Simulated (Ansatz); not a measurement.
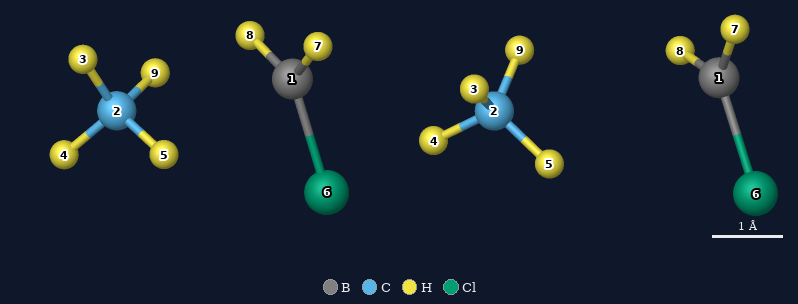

Two geometries of CH$_{6}$BCl, drawn at one scale. One is the start of a relaxation, the other its converged end. Style: ball-and-stick. Shown at a tilt.

Computed with RKS PBE0/def2-SVP in Ansatz 0.2.0. Settings: no spin polarisation; force threshold 0.03 eV/Å; at most 50 steps.

**Which one is relaxed?**

The right one is the relaxed one. The run prepares an end point of a later path (reaction) calculation, from a guessed geometry. H9 moves most after the best rigid fit: 0.68 Å. Largest moves by element: H 0.68 Å, Cl 0.50 Å, B 0.44 Å, C 0.33 Å. Some distances before and after: C2–H9 1.108 → 1.099 Å, B1–H8 1.195 → 1.203 Å, B1–Cl6 1.748 → 1.742 Å. The energy falls by 2.53 kcal/mol in 20 accepted moves (27 points after the start). The largest force component goes from 0.32 to 0.026 eV/Å. The line search rejected the trial steps at points 2, 10, 11, 17, 19, 25, 26 of the run. The forces were under the threshold at step 9, but the run went on from there.
